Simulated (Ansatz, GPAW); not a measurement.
# Si/Ag(111): work function by functional and basis, part 3 of 3

How far do functional and basis move the work function of Si/Ag(111)?

GPAW 26.7.0 and Ansatz 0.2.0; Ansatz plane waves; slab in vacuum with a dipole correction, relaxation (the session's first sound run).

So far, upper work function (eV): step 2 (relaxing the atoms, PBE) 4.70; step 5 (self-consistent run: xc = "RPBE") 4.63; step 6 (self-consistent run: xc = "LDA") 4.87; step 7 (real-space grid: mode = "fd", PBE, GPAW) 4.70; step 8 (atomic orbitals: mode = "lcao", PBE, GPAW) 4.67.

### Step 10. A second plane-wave code

A second program with its own datasets checks the number independently.

This step: Ansatz plane waves; slab in vacuum with a dipole correction (Ansatz 0.2.0).

Input file input.yaml:

```yaml
crystal:
  lattice:
    - [2.8920667351, 0.0, 0.0]
    - [1.4460333675, 2.504603262, 0.0]
    - [0.0, 0.0, 25.1905842623]
  atoms:
    - { symbol: Ag, position: [0.0, 0.0, 0.3175789778] }
    - { symbol: Ag, position: [0.3333333333, 0.3333333333, 0.4113188679] }
    - { symbol: Ag, position: [0.6666666667, 0.6666666667, 0.5067729028] }
    - { symbol: Ag, position: [0.0, 0.0, 0.6032109236] }
    - { symbol: Si, position: [0.6666666667, 0.6666666667, 0.6918144023] }
kpoints:
  mp_grid: { grid: [12, 12, 1] }
hamiltonian:
  xc: pbe
scf:
  occupations: { method: fermi_dirac, width: 0.1 }
efield:
  axis: 3
  dipole_correction: true
  ramp_width: 0.05
output:
  forces: true
  write_potential: true
  write_density: true
  volumetric_format: npy
  elf: true
```

The run is started by

```console
$ ansatz run input.yaml --threads 4 --pin off --max-ram 8192MiB --backend cpu --events-out ev --progress --plain --runs-dir out
```

Numbers of over 12 decimals in the logs are rounded to 6 here.

Log:

```text
[...]
Crystal: 5 atoms, lattice volume = 182.467 Å³
Basis set: ecut = 420 eV, 3553 PW (Γ), exchange–correlation on 40×40×360 points (8 copies of the dense FFT grid, shifted against one another)
Bands: 48, of which v1, the nominal top of the filled ones, is band 40 counted from 1 (39 counted from 0)
Symmetry: 6 space group operations
[...]
k-points: 19 of 144 (time reversal used)
[...]
SCF iter   1: F=—  HF=-30996.743716 eV  |F-HF|=—  |Δ(HF+E_count)|=         —  Δρ=1.79e-3  dr2=2.20e-1  ethr=1.77e-3  p=-0.007 e·Å  D=-6.70e-3 V/Å  ΔV_dip=0.17 eV  dr2_dipole=1.42e-1  V_vac-E_F(+/−)=4.59/4.42 eV  ⟨swp⟩=8.7  Hψ=4016  notcnv=0  defer=8
[...]
SCF iter   7: F=-30996.746434 eV  HF=-30996.746434 eV  |F-HF|=6.02e-9  |Δ(HF+E_count)|=   2.77e-7  Δρ=6.54e-6  dr2=9.74e-8  ethr=1.25e-10  p=-0.010 e·Å  D=-9.55e-3 V/Å  ΔV_dip=0.24 eV  dr2_dipole=4.13e-10  V_vac-E_F(+/−)=4.70/4.46 eV  ⟨swp⟩=17.2  Hψ=7625  notcnv=0
SCF 1 converged in 7 iterations: F = -30996.746434 eV  dr2 = 9.74e-8
[...]
SCF converged after 7 iterations
Free energy (F): -30996.746434 eV
[...]
Internal energy: -30996.677058 eV  (E = F + TS)
E sigma→0 (E₀):  -30996.711746 eV
Entropy (-TS):   -0.069376 eV (-13.875 meV/atom)
Fermi energy:    4.875498 eV
Dipole field:    D = -0.009581 V/Å  (p = -0.009661 e·Å, saw-weighted, corrected)
Work function:   Φ+ = 4.6970 eV   Φ− = 4.4556 eV
[...]
--- Forces (eV/Å), atoms counted from 1 ---
  atom   1  Ag    -0.00000000    -0.00000000    -0.17257322
  atom   2  Ag     0.00000000     0.00000000     0.16418429
  atom   3  Ag    -0.00000000     0.00000000     0.00993153
  atom   4  Ag     0.00000000     0.00000000    -0.00683810
  atom   5  Si     0.00000000     0.00000000     0.00527134
  max |Σ_I F_I| component: 2.42e-5 eV/Å
--- Band table (eV; the first three rows and the last of 19) ---
  k-point 0: bands = [... 36 lower, 1.4851, 1.4851, 1.7998, 1.7998, 2.5266, 4.5697, 7.8648, 9.0450, ... 4 higher]
  k-point 1: bands = [... 36 lower, 1.3898, 1.4863, 1.7679, 1.8051, 2.9687, 4.9261, 8.0078, 9.2034, ... 4 higher]
  k-point 2: bands = [... 36 lower, 1.3692, 1.4810, 1.8172, 2.2047, 3.7538, 5.7742, 8.4271, 9.5480, ... 4 higher]
  k-point 18: bands = [... 36 lower, 2.0470, 3.0533, 3.1957, 7.0242, 8.2376, 8.4030, 8.5311, 9.1073, ... 4 higher]
```

It took 8.9 s on 4 threads of Arm Neoverse N1, shared host; peak memory 0.52 GiB.

Reading the cycles: dr2 is the Hartree energy of the density residual (eV), the measure of convergence; HF is the Harris–Foulkes estimate of the energy, which meets the free energy F at convergence.

Numbers from this step:

- upper work function: 4.697 eV
- lower work function: 4.456 eV
- dipole along the normal: -0.009661 e·Å
- dipole field: -0.009581 V/Å
- vacuum level below: 9.331 eV

The electrostatic potential energy of an electron (with the applied field's), less the Fermi level, planar mean oscillates, so the rows of the table below give means over windows of 2.38 Å about each position, cut where the curve ends. Its maxima inside the range that stand out by 2 % of the span (Å: eV): 9.2: 0.642, 11.6: 0.983, 14.0: 1.12, 16.4: -0.476. Its minima: 8.0: -12.5, 10.4: -12.7, 12.7: -12.5, 15.3: -12.7, 17.4: -15.0.

Table of electrostatic potential energy of an electron (with the applied field's), less the Fermi level, planar mean by z; means over each step:

```csv
z (Å),"electrostatic potential energy of an electron (with the applied field's), less the Fermi level, planar mean (eV)"
1.19,4.48
3.57,4.45
5.95,3.60
8.33,-5.92
10.71,-5.94
13.09,-5.78
15.47,-6.44
17.85,-5.78
20.23,4.59
22.61,4.70
24.99,4.69
```

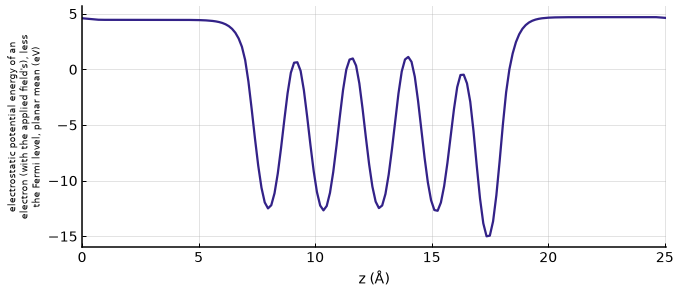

Electrostatic potential energy of an electron (with the applied field's), less the Fermi level, planar mean against z.

The valence density, planar mean oscillates, so the rows of the table below give means over windows of 2.38 Å about each position, cut where the curve ends. Its maxima inside the range that stand out by 2 % of the span (Å: e/Å³): 8.0: 2.62, 10.4: 2.62, 12.7: 2.61, 15.3: 2.59. Its minima: 9.2: 0.192, 11.6: 0.183, 14.0: 0.176.

Valence density, planar mean against z; means over each step:

```csv
z (Å),"valence density, planar mean (e/Å³)"
3.57,7.2e-5
5.95,0.0352
8.33,1.10
10.71,1.10
13.09,1.10
15.47,1.11
17.85,0.194
20.23,0.00455
22.61,6.1e-6
```

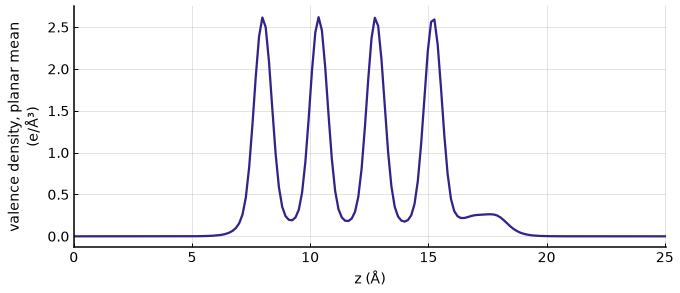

Valence density, planar mean against z.

Force by atom:

```csv
atom,x (eV/Å),y (eV/Å),z (eV/Å),size
Ag1,0.000,0.000,-0.173,0.173
Ag2,0.000,0.000,0.164,0.164
Ag3,0.000,0.000,0.010,0.010
Ag4,0.000,0.000,-0.007,0.007
Si5,0.000,0.000,0.005,0.005
```

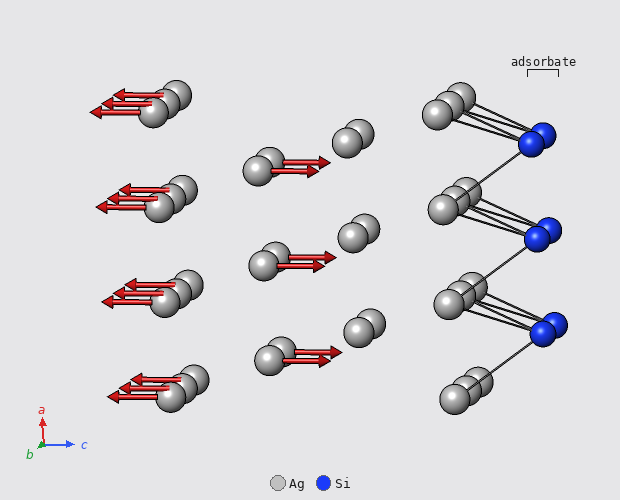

Force as arrows, the longest 0.173 eV/Å. Bonds to atoms that aren't drawn are left out. 3×2×1 cells are drawn. Some periodic images of atoms are drawn too.

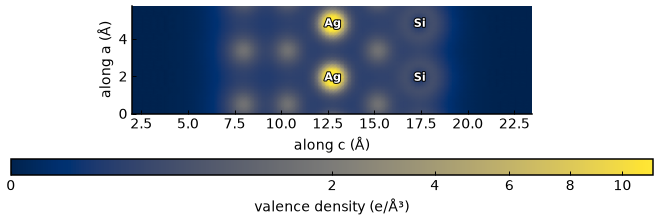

Valence density in the ca plane at fractional y = 0.667, with atoms of Ag and Si within 0.2 Å of it. It is the smooth field of the valence electrons, not physical close to the nuclei. The colour scale is stretched toward low values. The far vacuum is left out of the map.

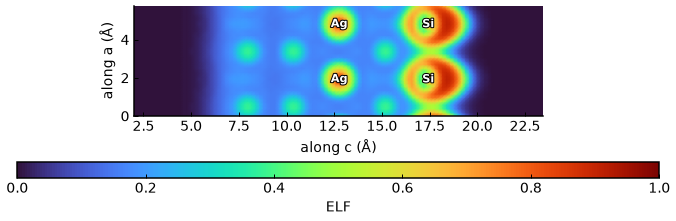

ELF in the ca plane at fractional y = 0.667, with atoms of Ag and Si within 0.2 Å of it. It is the smooth field of the valence electrons, not physical close to the nuclei. The far vacuum is left out of the map.

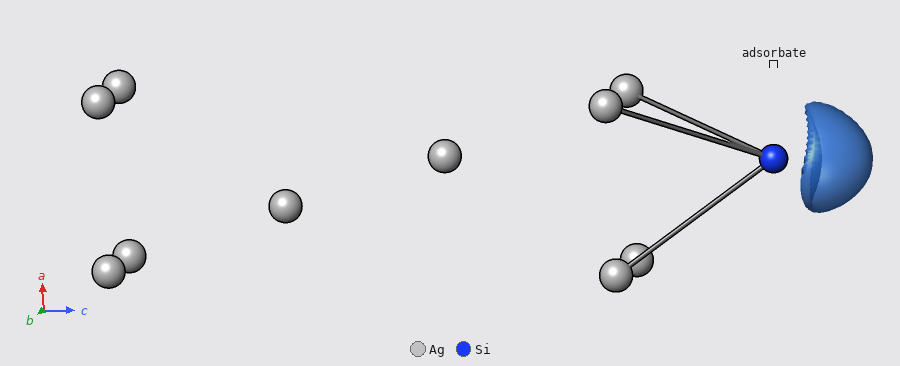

Surface of ELF = 0.83. Bonds to atoms that aren't drawn are left out.

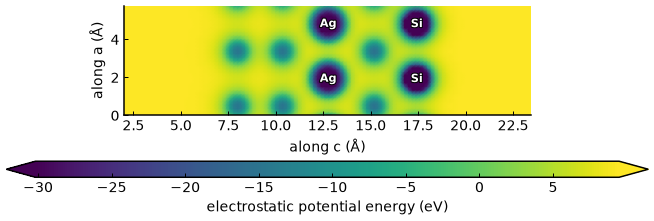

Electrostatic potential energy in the ca plane at fractional y = 0.667, with atoms of Ag and Si within 0.2 Å of it. With pseudopotentials it is smooth inside the atoms' cores, unlike the true potential. The far vacuum is left out of the map.

The upper face's work function is 4.697 eV, against 4.700 eV in the first plane-wave PBE run at this geometry.

### Step 11. Side by side

Results and costs are gathered.

This step: comparison of work functions, dipole and cost (GPAW 26.7.0).

Ladder, by row:

```
      step    code  work function, upper (eV)  work function, lower (eV)  dipole (e Å)  wall time (s)  peak memory (GiB)  threads
        pw    GPAW                        4.7                      4.469     -0.009192          201.6               0.25        1
optPBE-vdW    GPAW                      4.831                      4.647     -0.007267          213.9               0.37        1
      RPBE    GPAW                      4.632                      4.269      -0.01447          196.2               0.25        1
       LDA    GPAW                      4.869                      4.887       8.14e-4          206.1               0.25        1
        fd    GPAW                        4.7                      4.467     -0.009269            753               0.77        1
      lcao    GPAW                      4.666                      4.428     -0.009452           1279               0.32        1
    ansatz  Ansatz                      4.697                      4.456     -0.009661           8.91              0.523        4
```

### Step 12. A changed run

One more run, with changed settings.

This step: GPAW, PAW setups; slab in vacuum (GPAW 26.7.0).

Input file run.py:

```python
import json
import numpy as np
from ase import Atoms
from gpaw import GPAW, PW

slab = Atoms(
    ['Ag', 'Ag', 'Ag', 'Ag', 'Si'],
    positions=[
        [-0.00000, -0.00000, 8.00000],
        [1.44603, 0.83487, 10.36136],
        [2.89207, 1.66974, 12.76591],
        [-0.00000, -0.00000, 15.19524],
        [2.89207, 1.66974, 17.42721]],
    cell=[[2.89207, 0.0, 0.0], [1.44603, 2.5046, 0.0], [0.0, 0.0, 25.19058]],
    pbc=[True, True, False])

slab.calc = GPAW(mode=PW(400), xc='pbe96', kpts={'size': (12, 12, 1), 'gamma': True},
                 occupations={'name': 'fermi-dirac', 'width': 0.1}, nbands='200%',
                 convergence={'density': 1e-05}, maxiter=100,
                 poissonsolver={'dipolelayer': 'xy'},
                 symmetry={'tolerance': 1e-3}, txt='slab.txt')
result = {}
energy = slab.get_potential_energy()
fermi = slab.calc.get_fermi_level()
v = slab.calc.get_electrostatic_potential().mean((0, 1)) - fermi
n = slab.calc.get_pseudo_density().mean((0, 1))
L = slab.cell[2, 2]
z = np.arange(len(v)) * L / len(v)
low, high = slab.positions[:, 2].min(), slab.positions[:, 2].max()
below, above = np.interp([low - 5.8, high + 5.8], z, v)
slopes = [np.interp(x, z, np.gradient(v, z)) for x in (low - 5.8, high + 5.8)]
eps = np.array([[slab.calc.get_eigenvalues(k, s) for k in range(len(slab.calc.get_ibz_k_points()))]
                for s in range(slab.calc.get_number_of_spins())]) - fermi
top, bottom = eps[eps < 0].max(), eps[eps > 0].min()
dipole = slab.get_dipole_moment()[2]
print(f'energy {energy:.4f} eV, Fermi level {fermi:.4f} eV, dipole {dipole:.5f} e A')
print(f'potential 5.8 A off the faces, from the Fermi level: lower {below:.4f} eV, upper {above:.4f} eV')
print(f'slope of the potential there: lower {slopes[0]:.5f}, upper {slopes[1]:.5f} eV/A')
print(f'nearest levels on the mesh: {top:.4f} and {bottom:.4f} eV')
print('magnetic moment', round(slab.get_magnetic_moment(), 3))
result.update(energy=energy, fermi=fermi, dipole=dipole, below=below, above=above, slopes=slopes, edges=[top, bottom],
              z=z.tolist(), v=v.tolist(), n=n.tolist(), positions=slab.positions.tolist(),
              forces=slab.get_forces(apply_constraint=False).tolist(), moments=slab.get_magnetic_moments().tolist())
json.dump(result, open('result.json', 'w'))
```

The run is started by

```console
$ OMP_NUM_THREADS=1 OPENBLAS_NUM_THREADS=1 python run.py
```

Log:

```text
NameError: Unknown functional: pbe96.
```

The job ended after 1.3 s (1 thread; peak memory 0.1 GiB).

The program refused the input before any cycle.

The program's message: “NameError: Unknown functional: pbe96.”

The change that led to it: xc = "pbe96".

### Step 13. Summary of results

| Property | Result |
| --- | --- |
| work function, upper and lower face | 4.700 and 4.469 eV |
| dipole along the normal | -0.00919 e Å |

**Reading.** With plane waves and PBE the work function is 4.70 eV on the upper face and 4.47 eV on the lower. The two faces differ by 0.23 eV, the step that the slab's dipole makes (e p/(ε0 A) gives 0.23 eV), so the dipole layer is needed. Over the sound runs of the table the upper face's work function spans 4.632 (RPBE) to 4.869 eV (LDA). The two plane-wave codes differ by 0.0034 eV on the upper face. The cell of 7.24 Å² holds one Si, started on one chosen site; other sites and coverages weren't tried. The in-plane lattice was kept as typed, which isn't the functional's own and leaves some strain; spin-orbit coupling and temperature are left out.

[Logs are printed without paths, hosts, clocks, repeated set-up lines and the standing remarks that a program may print on its own settings, such as how far it seeks lower states.]

[Hosts, paths, dates, database ids (printed as entryN), source tags and the programs' standing remarks are cut or masked in the printed files.]
